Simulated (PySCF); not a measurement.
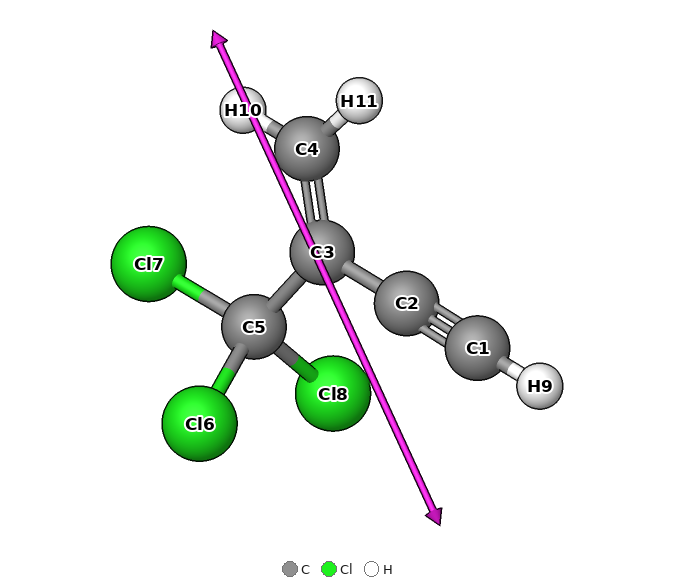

The double arrow shows the direction of the transition dipole to excited singlet state 2 (its length means nothing). Computed geometry: GFN2-xTB optimisation. No frequency run is at hand to confirm it as a minimum. Properties computed with TDDFT B3LYP/def2-SVPD, vertical, gas phase, core orbitals frozen in the response (PySCF 2.14.0).

Where does the transition lie, and how strong is it?

5.27 eV (235 nm), oscillator strength 0.13, mainly HOMO → LUMO (weight 0.84); transition dipole 2.59 D.
